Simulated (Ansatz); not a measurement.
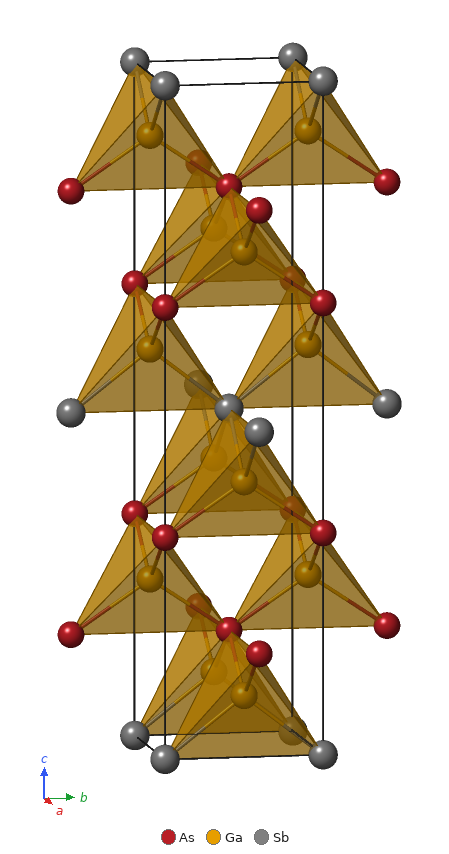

This polyhedral model is shown slightly off an axis. The conventional unit cell is outlined; an atom on or near a face, edge or corner is repeated at each equivalent position. Some neighbours outside the box are added.

Ga$_{3}$SbAs$_{2}$, space group I-4m2 (No. 119), a = 4.121 Å, b = 4.121 Å, c = 17.455 Å, α = 90.00°, β = 90.00°, γ = 90.00°. Its origin is a structure type filled with these elements by a generator (whether the compound takes this form wasn't checked). Earlier steps of the study, as a rule a relaxation of our own, may have changed the cell and positions, so they can lie some per cent off the listed ones. Ansatz was used for an electronic-structure calculation on it.

This one geometry was computed with Ansatz (DFT, plane waves, PAW) at three levels of theory: r2SCAN, HSE06 and PBE with spin-orbit coupling. It was relaxed beforehand with r2SCAN.

Question: Which level gives the highest pressure at this volume, and what does that say about its equilibrium volume?

Answer: Highest: PBE with spin-orbit coupling (2.5 GPa), which points to the largest equilibrium volume. Lowest, with the smallest volume: r2SCAN (0.0 GPa) and HSE06 (0.4 GPa). Levels within 0.5 GPa of each other can't be told apart.

Question: How does the band gap change with the level of theory?

Answer: PBE with spin-orbit coupling: a gap of 0.09 eV, direct; r2SCAN: a gap of 0.45 eV, direct; HSE06: a gap of 0.81 eV, direct.

Question: Collect the results in a table.

Answer:
| level | cutoff (eV) | k-mesh of the run's cell | gap (eV) | pressure (GPa) |
| --- | --- | --- | --- | --- |
| r2SCAN | 500 | 8×8×8 | 0.45 | 0.0 |
| HSE06 | 420 | 6×6×6 | 0.81 | 0.4 |
| PBE with spin-orbit coupling | 420 | 8×8×8 | 0.09 | 2.5 |

Gaps are taken on the k-mesh or band path of each run.
